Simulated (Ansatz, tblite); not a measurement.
# The cluster RuO₂: isomers from a random search

Aim: relax the candidate shapes of the cluster RuO₂ that a cheap search turned up, and see how the levels of theory order them.

Method: relaxed with B3LYP-D4/def2-TZVP, singlet; program: Ansatz 0.2.0, Gaussian basis.

5 further runs of the same task are left out: 1 that didn't finish, 4 set aside as unsound or not needed. Runs told in other sessions of the task aren't counted.

## (1) The system as given

3 atoms, charge 0, spin multiplicity 1.

Atoms are counted from 1 here; the program's logs count them from 0.

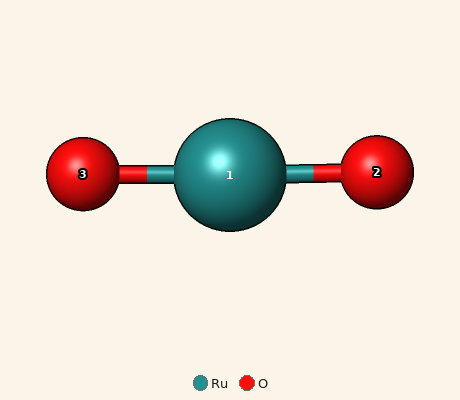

As it starts; ruthenium teal, oxygen red; atoms are numbered from 1 in the order of the file.

Coordinates:

```mol
O2Ru
  3D, bonds by distance, orders not assigned

  3  2  0  0  0  0  0  0  0  0999 V2000
    0.0008    0.0069   -0.0103 Ru  0  0
   -1.5097   -0.2279   -0.2491 O   0  0
    1.5089    0.2210    0.2594 O   0  0
  1  2  8  0
  1  3  8  0
M  END
```

Ru takes a core potential in the def2 sets. No spin-orbit coupling is included.

A search from random starts with GFN2-xTB found 4 distinct shapes; 2 go on here. The structure above is candidate A, which lies 0.00 eV above the lowest at that level; B lies 1.69 eV above the lowest at that level.

## (2) Relaxing candidate A

Contents of in.yaml:

```yaml
crystal:
  periodic: [false, false, false]
  atoms:
    - {symbol: Ru, position_ang: [0.000800, 0.006910, -0.010280]}
    - {symbol: O, position_ang: [-1.509680, -0.227930, -0.249120]}
    - {symbol: O, position_ang: [1.508880, 0.221020, 0.259390]}
basis:
  gaussian: {orbitals: def2-TZVP}
hamiltonian: {xc: {name: B3LYP}, dispersion: d4}
scf: {omitted_lower_state_checks: [starts]}
output: {orbitals: {seedname: orbitals}}
relax: {f_tol: 0.02, max_steps: 100}
```

The run is started by

```
> ansatz run in.yaml --threads 4 --pin off --events-out ev --progress --plain --max-ram 3916MiB
```

What it wrote, cut to the lines that bear on the results:

```text
Functional definition: B3LYP
  name "B3LYP"
  cite "Stephens, Devlin, Chabalowski & Frisch, J. Phys. Chem. 98, 11623 (1994) doi:10.1021/j100096a001"
  cite "Becke, Phys. Rev. A 38, 3098 (1988) doi:10.1103/PhysRevA.38.3098"
  cite "Lee, Yang & Parr, Phys. Rev. B 37, 785 (1988) doi:10.1103/PhysRevB.37.785"
  cite "Vosko, Wilk & Nusair, Can. J. Phys. 58, 1200 (1980) doi:10.1139/p80-159"
[...]
680 factors; their error is unknown
[...]
mean field -6676.10571391 eV, -245.3423597591 hartree, gradient 1.3e-5 eV, S^2 0.000000; 0 other end points of the search recorded, 0 dependent functions left out
[...]
reference -6676.10595286 eV, -245.3423685404 hartree; 16, 16 occupied and 86, 86 virtual orbitals, 680 factors
relax step   1: F+E_penalty+E_count = -6676.19656393 eV  Δ(F+E_penalty+E_count) = +0.000e0 eV  max|allowed force component| = 1.189e1 eV/Å  Δτ_max = 0.0000 Å  (30 SCF iters, accepted)
[...]
relax step   7: F+E_penalty+E_count = -6677.71257894 eV  Δ(F+E_penalty+E_count) = -1.555e-3 eV  max|allowed force component| = 1.453e-1 eV/Å  Δτ_max = 0.0193 Å  (39 SCF iters, accepted)
[...]
relax step   8: F+E_penalty+E_count = -6677.71295858 eV  Δ(F+E_penalty+E_count) = -3.796e-4 eV  max|allowed force component| = 9.355e-3 eV/Å  Δτ_max = 0.0045 Å  (37 SCF iters, accepted)
[...]
680 factors; their error is unknown
mean field -6677.62624606 eV, -245.3982382850 hartree, gradient 2.0e-5 eV, S^2 0.000000; 0 other end points of the search recorded, 0 dependent functions left out
[...]
reference -6677.62647379 eV, -245.3982466539 hartree; 16, 16 occupied and 86, 86 virtual orbitals, 680 factors
Total energy: -6677.71318631 eV, -245.4014332803 hartree
Atom 0 at     0.013916     0.135537    -0.202281 Å, force     0.000628     0.006264    -0.009355 eV/Å
Atom 1 at    -1.598902    -0.304544    -0.167037 Å, force     0.004540    -0.002409     0.005494 eV/Å
Atom 2 at     1.584986     0.169006     0.369308 Å, force    -0.005168    -0.003855     0.003861 eV/Å
Dipole moment:     0.019916     0.193968    -0.289480 e Å
Checks for a lower state left out: starts
```

Run time: 6.5 s. Hardware: 4 threads of Arm Neoverse V2, shared host.

Step by step:

```
step  energy from step 1 (eV)  largest force component (eV/Å)
   1                   0.0000                         11.8899
   2                  -1.4289                          0.9287
   3                  -1.4429                          0.1465
   4                  -1.4438                          0.0700
   5                  -1.4503                          0.1444
   6                  -1.5145                          0.2091
   7                  -1.5160                          0.1453
   8                  -1.5164                          0.0094
```

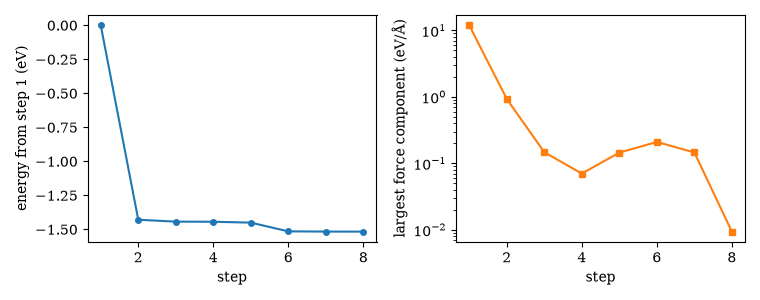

Energy and force, step by step.

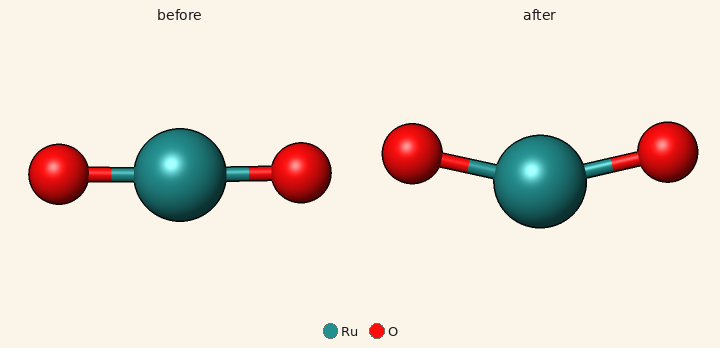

The geometry before (left) and after (right).

Distances of close pairs at the start and the end, largest changes first:

```
  bond  before (Å)  after (Å)  change (Å)
Ru1–O3       1.547      1.672      +0.125
Ru1–O2       1.547      1.672      +0.125
```

## (3) Relaxing candidate B

Contents of in.yaml:

```yaml
crystal:
  periodic: [false, false, false]
  atoms:
    - {symbol: Ru, position_ang: [1.188760, 0.074820, -0.052380]}
    - {symbol: O, position_ang: [-0.643440, 0.599240, -0.056100]}
    - {symbol: O, position_ang: [-0.545320, -0.674070, 0.108480]}
basis:
  gaussian: {orbitals: def2-TZVP}
hamiltonian: {xc: {name: B3LYP}, dispersion: d4}
scf: {omitted_lower_state_checks: [starts]}
output: {orbitals: {seedname: orbitals}}
relax: {f_tol: 0.02, max_steps: 100}
```

Same command.

What it wrote, cut to the lines that bear on the results:

```text
Functional definition: B3LYP
  name "B3LYP"
  cite "Stephens, Devlin, Chabalowski & Frisch, J. Phys. Chem. 98, 11623 (1994) doi:10.1021/j100096a001"
  cite "Becke, Phys. Rev. A 38, 3098 (1988) doi:10.1103/PhysRevA.38.3098"
  cite "Lee, Yang & Parr, Phys. Rev. B 37, 785 (1988) doi:10.1103/PhysRevB.37.785"
  cite "Vosko, Wilk & Nusair, Can. J. Phys. 58, 1200 (1980) doi:10.1139/p80-159"
[...]
680 factors; their error is unknown
[...]
mean field -6673.50226127 eV, -245.2466846393 hartree, gradient 8.8e-6 eV, S^2 0.000000; 0 other end points of the search recorded, 0 dependent functions left out
[...]
reference -6673.50246543 eV, -245.2466921422 hartree; 16, 16 occupied and 86, 86 virtual orbitals, 680 factors
relax step   1: F+E_penalty+E_count = -6673.58705157 eV  Δ(F+E_penalty+E_count) = +0.000e0 eV  max|allowed force component| = 1.836e0 eV/Å  Δτ_max = 0.0000 Å  (127 SCF iters, accepted)
[...]
relax step  11: F+E_penalty+E_count = -6673.63893915 eV  Δ(F+E_penalty+E_count) = -4.254e-6 eV  max|allowed force component| = 6.205e-4 eV/Å  Δτ_max = 0.0026 Å  (69 SCF iters, accepted)
[...]
680 factors; their error is unknown
mean field -6673.55394330 eV, -245.2485839190 hartree, gradient 1.1e-5 eV, S^2 0.000000; 0 other end points of the search recorded, 0 dependent functions left out
[...]
reference -6673.55414767 eV, -245.2485914296 hartree; 16, 16 occupied and 86, 86 virtual orbitals, 680 factors
Total energy: -6673.63914352 eV, -245.2517149694 hartree
Atom 0 at     1.179765     0.068245    -0.051190 Å, force     0.000620     0.000201    -0.000049 eV/Å
Atom 1 at    -0.706054     0.621239    -0.056765 Å, force    -0.000143     0.000220    -0.000024 eV/Å
Atom 2 at    -0.473711    -0.689493     0.107956 Å, force    -0.000477    -0.000421     0.000073 eV/Å
Dipole moment:     0.775042     0.016845    -0.029934 e Å
Checks for a lower state left out: starts
```

It took 18 s on 4 threads of Arm Neoverse V2, shared host.

Step by step:

| step | energy from step 1 (eV) | largest force component (eV/Å) |
| --- | --- | --- |
| 1 | 0.0000 | 1.8355 |
| 2 | -0.0342 | 0.9559 |
| 3 | -0.0480 | 0.1131 |
| 4 | -0.0482 | 0.0098 |
| 5 | -0.0482 | 0.0099 |
| 6 | -0.0483 | 0.0815 |
| 7 | -0.0499 | 0.0806 |
| 8 | -0.0502 | 0.0879 |
| 9 | -0.0518 | 0.0369 |
| 10 | -0.0519 | 0.0067 |
| 11 | -0.0519 | 0.0006 |

The force was under the threshold of 0.02 eV/Å already at step 4, but the program went on to step 11.

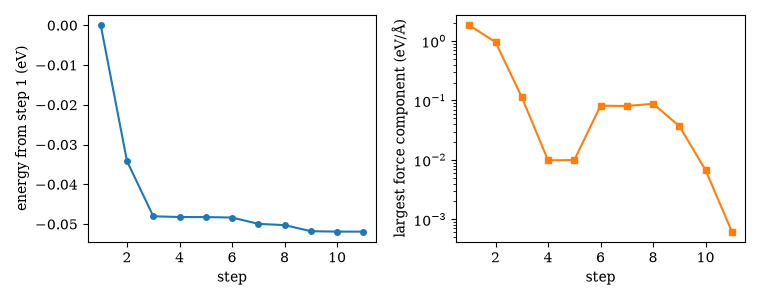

Energy and largest force along the relaxation.

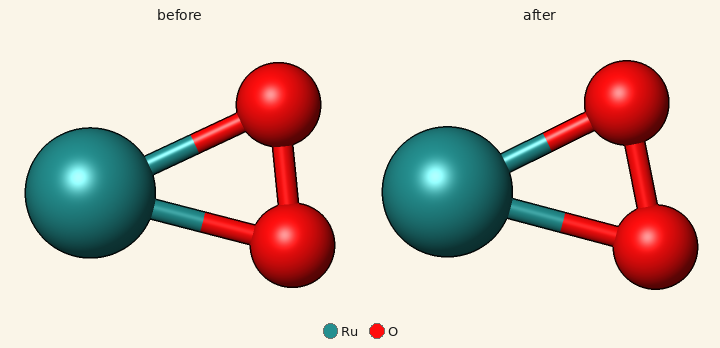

Before and after, at one scale.

Distances of close pairs at the start and the end, largest changes first:

```
  bond  before (Å)  after (Å)  change (Å)
Ru1–O3       1.896      1.826      -0.070
Ru1–O2       1.906      1.965      +0.059
 O2–O3       1.288      1.341      +0.054
```

## (4) The relaxed candidates

```csv
candidate,point group,"bonds (count, mean Å)",energy above the lowest (eV)
A,C2v,"O–Ru 2, 1.67",0.000
B,Cs,"O–Ru 2, 1.90; O–O 1, 1.34",4.074
```

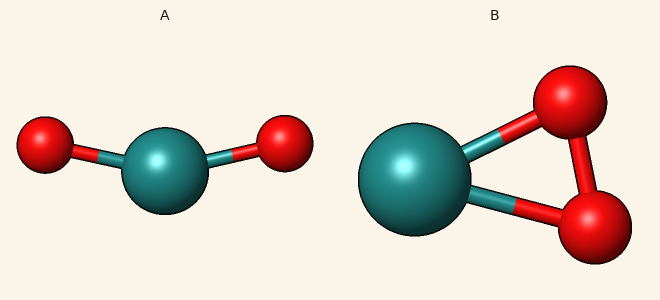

The candidates after relaxation.

## (5) Candidate B, GFN1-xTB

Tight binding, by tblite at 300 K electronic temperature and without a spin-polarisation term:

```python
tblite.interface.Calculator('GFN1-xTB', numbers, positions, charge=0, uhf=0).singlepoint()
```

Energy -340.9631 eV, HOMO -10.88 eV, LUMO -9.41 eV; 0.003 s.

## (6) Candidate B, GFN2-xTB

Tight binding, by tblite at 300 K electronic temperature and without a spin-polarisation term:

```python
tblite.interface.Calculator('GFN2-xTB', numbers, positions, charge=0, uhf=0).singlepoint()
```

Energy -302.1576 eV, HOMO -11.18 eV, LUMO -9.97 eV; 0.002 s.

## (7) Candidate B, PBE0-D4/def2-TZVP

start.molden holds the orbitals of an earlier run on this state, given as this run's starting guess.

Contents of in.yaml:

```yaml
crystal:
  periodic: [false, false, false]
  atoms:
    - {symbol: Ru, position_ang: [1.179765, 0.068245, -0.051190]}
    - {symbol: O, position_ang: [-0.706054, 0.621239, -0.056765]}
    - {symbol: O, position_ang: [-0.473711, -0.689493, 0.107956]}
basis:
  gaussian: {orbitals: def2-TZVP, initial_orbitals: start.molden}
hamiltonian: {xc: pbe0, dispersion: d4}
scf: {omitted_lower_state_checks: [starts]}
output: {orbitals: {seedname: orbitals}}
```

Launched as before.

What it wrote:

```text
Functional definition: PBE0
  name "PBE0"
  cite "Adamo & Barone, J. Chem. Phys. 110, 6158 (1999) doi:10.1063/1.478522"
  cite "Perdew, Burke & Ernzerhof, Phys. Rev. Lett. 77, 3865 (1996) doi:10.1103/PhysRevLett.77.3865"
  parent pbe
  parameter a = 0.25
  parameter kappa = 0.804
  parameter beta = 0.06672455060314922
  exchange = (1 - a)*pbe_x(kappa = kappa, mu = beta*pi^2/3) + a*exact_x
  correlation = pbe_c(beta = beta)
these checks for a lower state are left out or cut short: starts
680 factors; their error is unknown
mean field evaluation 1: about -6667.7537 eV, gradient 6.2e0 eV
mean field evaluation 2: about -6667.7937 eV, gradient 5.7e-2 eV
mean field evaluation 4: about -6667.8178 eV, gradient 4.9e-3 eV
mean field evaluation 8: about -6667.8178 eV, gradient 2.2e-5 eV
mean field -6667.81779609 eV, -245.0377843972 hartree, gradient 8.1e-6 eV, S^2 0.000000; 0 other end points of the search recorded, 0 dependent functions left out
reference -6667.81782831 eV, -245.0377855813 hartree; 16, 16 occupied and 86, 86 virtual orbitals, 680 factors
Total energy: -6667.85987633 eV, -245.0393308175 hartree
Checks for a lower state left out: starts
```

Wall time 1.3 s (4 threads of Arm Neoverse V2, shared host).

From the report: HOMO -5.87 eV, LUMO -3.52 eV.

## (8) Candidate B, PBE-D4/def2-TZVP

in.yaml, as its differences from that of step 7:

```diff
@@ -8,4 +8,4 @@
   gaussian: {orbitals: def2-TZVP, initial_orbitals: start.molden}
-hamiltonian: {xc: pbe0, dispersion: d4}
+hamiltonian: {xc: pbe, dispersion: d4}
 scf: {omitted_lower_state_checks: [starts]}
-output: {orbitals: {seedname: orbitals}}
+output: {forces: true, orbitals: {seedname: orbitals}}
```

Launched as before.

What it wrote, cut to the lines that bear on the results:

```text
Functional definition: PBE
  name "PBE"
  cite "Perdew, Burke & Ernzerhof, Phys. Rev. Lett. 77, 3865 (1996) doi:10.1103/PhysRevLett.77.3865"
  parent pbe
[...]
656 factors; their error is unknown
[...]
mean field -6670.12327505 eV, -245.1225091861 hartree, gradient 1.9e-5 eV, S^2 0.000000; 0 other end points of the search recorded, 0 dependent functions left out
[...]
reference -6670.12331672 eV, -245.1225107175 hartree; 16, 16 occupied and 86, 86 virtual orbitals, 656 factors
Total energy: -6670.17445644 eV, -245.1243900677 hartree
Atom 0 at     1.179765     0.068245    -0.051190 Å, force     0.228976     0.084261    -0.019310 eV/Å
Atom 1 at    -0.706054     0.621239    -0.056765 Å, force    -0.013715    -0.069736     0.009696 eV/Å
Atom 2 at    -0.473711    -0.689493     0.107956 Å, force    -0.215261    -0.014525     0.009614 eV/Å
Dipole moment:     0.574336     0.005768    -0.021296 e Å
Checks for a lower state left out: starts
```

It took 0.7 s on 4 threads of Arm Neoverse V2, shared host.

From the report: HOMO -4.54 eV, LUMO -4.67 eV. Doubts: an empty level lies below a filled one.

## (9) Candidate B, r2SCAN-D4/def2-TZVP

in.yaml, as its differences from that of step 8:

```diff
@@ -8,4 +8,4 @@
   gaussian: {orbitals: def2-TZVP, initial_orbitals: start.molden}
-hamiltonian: {xc: pbe, dispersion: d4}
+hamiltonian: {xc: r2scan, dispersion: d4}
 scf: {omitted_lower_state_checks: [starts]}
-output: {forces: true, orbitals: {seedname: orbitals}}
+output: {orbitals: {seedname: orbitals}}
```

Launched as before.

What it wrote:

```text
Functional definition: r2SCAN
  name "r2SCAN"
  cite "Furness, Kaplan, Ning, Perdew & Sun, J. Phys. Chem. Lett. 11, 8208 (2020) doi:10.1021/acs.jpclett.0c02405"
  cite "Furness, Kaplan, Ning, Perdew & Sun, J. Phys. Chem. Lett. 11, 9248 (2020) doi:10.1021/acs.jpclett.0c03077"
  parent r2scan
  parameter k0 = 0.174
  parameter k1 = 0.065
  parameter a1 = 4.9479
  exchange = r2scan_x(k0 = k0, k1 = k1, a1 = a1)
  correlation = r2scan_c
these checks for a lower state are left out or cut short: starts
656 factors; their error is unknown
mean field evaluation 1: about -6671.8389 eV, gradient 5.0e0 eV
mean field evaluation 2: about -6671.9231 eV, gradient 1.6e-1 eV
mean field evaluation 4: about -6671.9162 eV, gradient 3.0e-3 eV
mean field evaluation 8: about -6671.9162 eV, gradient 2.0e-5 eV
mean field -6671.91620983 eV, -245.1883983241 hartree, gradient 2.0e-5 eV, S^2 0.000000; 0 other end points of the search recorded, 0 dependent functions left out
reference -6671.91622421 eV, -245.1883988524 hartree; 16, 16 occupied and 86, 86 virtual orbitals, 656 factors
Total energy: -6671.92654067 eV, -245.1887779754 hartree
Checks for a lower state left out: starts
```

Run time: 1.2 s. Hardware: 4 threads of Arm Neoverse V2, shared host.

Report: HOMO -4.78 eV, LUMO -4.62 eV.

## (10) Candidate B, ωB97X-V/def2-TZVP

in.yaml, as its differences from that of step 9:

```diff
@@ -8,3 +8,3 @@
   gaussian: {orbitals: def2-TZVP, initial_orbitals: start.molden}
-hamiltonian: {xc: r2scan, dispersion: d4}
+hamiltonian: {xc: {name: wB97X-V}}
 scf: {omitted_lower_state_checks: [starts]}
```

Same command.

What it wrote, cut to the lines that bear on the results:

```text
Functional definition: wB97X-V
  name "wB97X-V"
  cite "Mardirossian & Head-Gordon, Phys. Chem. Chem. Phys. 16, 9904 (2014) doi:10.1039/C3CP54374A"
  cite "Becke, J. Chem. Phys. 107, 8554 (1997) doi:10.1063/1.475007"
  cite "Vydrov & Van Voorhis, J. Chem. Phys. 133, 244103 (2010) doi:10.1063/1.3521275"
[...]
      + integral(e_c_pw_opposite_spin*poly(b97_u_opposite, cos0, cos1)) + vv10(b, c)
[...]
667 factors; their error is unknown
134 factors; integrals over basis functions are off by at most 2.3e-5 eV
[...]
mean field -6669.76430392 eV, -245.1093172405 hartree, gradient 1.5e-5 eV, S^2 0.000000; 0 other end points of the search recorded, 0 dependent functions left out
reference -6669.76430179 eV, -245.1093171622 hartree; 16, 16 occupied and 86, 86 virtual orbitals, 667 factors
Total energy: -6669.76430179 eV, -245.1093171622 hartree
Checks for a lower state left out: starts
```

Wall time 6 s (4 threads of Arm Neoverse V2, shared host).

Report: HOMO -8.31 eV, LUMO -0.99 eV.

## (11) Candidate B, HSE06-D4/def2-TZVP

in.yaml, as its differences from that of step 10:

```diff
@@ -8,3 +8,3 @@
   gaussian: {orbitals: def2-TZVP, initial_orbitals: start.molden}
-hamiltonian: {xc: {name: wB97X-V}}
+hamiltonian: {xc: hse06, dispersion: d4}
 scf: {omitted_lower_state_checks: [starts]}
```

The command is unchanged.

What it wrote, cut to the lines that bear on the results:

```text
Functional definition: HSE06
  name "HSE06"
  cite "Heyd, Scuseria & Ernzerhof, J. Chem. Phys. 118, 8207 (2003) doi:10.1063/1.1564060"
  cite "Krukau, Vydrov, Izmaylov & Scuseria, J. Chem. Phys. 125, 224106 (2006) doi:10.1063/1.2404663"
  cite "Heyd & Scuseria, J. Chem. Phys. 120, 7274 (2004) doi:10.1063/1.1668634"
  cite "Ernzerhof & Perdew, J. Chem. Phys. 109, 3313 (1998) doi:10.1063/1.476928"
  cite "Perdew, Burke & Ernzerhof, Phys. Rev. Lett. 77, 3865 (1996) doi:10.1103/PhysRevLett.77.3865"
  parent pbe
[...]
  # The whole range is PBE's own exchange, as in plane waves. The composition of these papers is wPBEh.
[...]
680 factors; their error is unknown
53 factors; integrals over basis functions are off by at most 1.7e-5 eV
[...]
mean field -6667.64204961 eV, -245.0313258330 hartree, gradient 2.4e-5 eV, S^2 0.000000; 0 other end points of the search recorded, 0 dependent functions left out
reference -6667.64209257 eV, -245.0313274119 hartree; 16, 16 occupied and 86, 86 virtual orbitals, 680 factors
Total energy: -6667.68137975 eV, -245.0327711892 hartree
Checks for a lower state left out: starts
```

Wall time 1 s (4 threads of Arm Neoverse V2, shared host).

Report: HOMO -5.46 eV, LUMO -3.92 eV.

## (12) Candidate B, CCSD(T)/def2-TZVPP

in.yaml, as its differences from that of step 11:

```diff
@@ -7,4 +7,4 @@
 basis:
-  gaussian: {orbitals: def2-TZVP, initial_orbitals: start.molden}
-hamiltonian: {xc: hse06, dispersion: d4}
+  gaussian: {orbitals: def2-TZVPP, initial_orbitals: start.molden}
+correlation: {method: ccsd_t}
 scf: {omitted_lower_state_checks: [starts]}
```

Launched as before.

What it wrote, cut to the lines that bear on the results:

```text
Functional definition: HF
  name "HF"
  cite "Fock, Z. Phys. 61, 126 (1930) doi:10.1007/BF01340294"
  parent pbe
[...]
813 factors; integrals over basis functions are off by at most 8.4e-4 eV
[...]
mean field -6630.72654413 eV, -243.6747060290 hartree, gradient 2.2e-6 eV, S^2 0.000000; 4 other end points of the search recorded, 0 dependent functions left out; unrestricted orbitals would lower it
[...]
determinant -6630.72654413 eV, -243.6747060290 hartree, with singles and doubles -6658.49646961 eV, -244.6952319673 hartree
determinant -6630.41651369 eV, -243.6633126204 hartree, with singles and doubles -6658.82605024 eV, -244.7073438318 hartree
determinant -6630.19331027 eV, -243.6551100461 hartree, with singles and doubles -6658.33443920 eV, -244.6892774594 hartree
[...]
determinant -6630.19331027 eV, -243.6551100461 hartree, with singles and doubles -6658.14040512 eV, -244.6821468386 hartree
determinant -6630.14569150 eV, -243.6533600883 hartree, with singles and doubles -6658.38114121 eV, -244.6909937266 hartree
unrestricted determinant -6632.01718706 eV, -243.7221362817 hartree, S^2 1.4265
2 core orbitals not correlated: weight in the atoms' cores, before any rotation towards them, 1.000 or more for the frozen orbitals, at most 0.000 for the correlated occupied ones
reference -6630.72654413 eV, -243.6747060290 hartree; 14, 14 occupied and 102, 102 virtual orbitals, 813 factors
second order -28.31851407 eV of doubles, -0.00000000 eV of singles
cycle   1  -27.76624172 eV  change   -7.6e-7 eV  update   5.2e-6
[...]
cycle   5  -27.76624144 eV  change   -2.0e-8 eV  update   3.2e-6
perturbative correction -1.46802714 eV, -0.0539490023 hartree
Total energy: -6659.96081271 eV, -244.7490455837 hartree
Checks for a lower state left out: starts
```

Run time: 2.3 min. Hardware: 4 threads of Arm Neoverse V2, shared host; peak memory 0.84 GiB.

From the report: Hartree-Fock HOMO -8.99 eV, LUMO -0.45 eV; T1 0.088; the next solution that the search met lies 0.310 eV higher. Doubts: large T1 diagnostic, restricted state is unstable towards broken spin symmetry.

## (13) B against A

The energies of A at these levels come from its own runs, whose logs aren't repeated here.

```csv
level,B above A (eV),time
GFN1-xTB,+2.884,0.004 s
GFN2-xTB,+1.263,0.004 s
HF/def2-TZVPP†,+2.666,
PBE-D4/def2-TZVP†,+4.134,1.2 s
r2SCAN-D4/def2-TZVP,+4.195,2.4 s
PBE0-D4/def2-TZVP,+4.007,2.1 s
HSE06-D4/def2-TZVP,+4.014,1.6 s
ωB97X-V/def2-TZVP,+3.962,8.1 s
MP2/def2-TZVPP†,+6.608,
CCSD/def2-TZVPP†,+4.365,
CCSD(T)/def2-TZVPP†,+5.049,2.4 min
```

Times add the two runs; a level without a time comes out of a correlated run. † marks a level with a doubtful state (flagged, unstable, out of aufbau order, or strongly spin-contaminated); such levels are left out of the summary. CCSD(T)/def2-TZVPP is no safe reference here (large T1 diagnostic, restricted state is unstable towards broken spin symmetry).

## (14) What came out

| quantity | value |
| --- | --- |
| B above A, range of the levels free of doubt, tight binding aside | +3.962 to +4.195 eV |
| levels that put B lower | none |

In words: All levels free of doubt put A (C2v) below B (Cs), by 1.263 to 4.195 eV. The search was small, so a lower isomer may exist. Only singlets are compared; another spin may lie lower and prefer another shape.
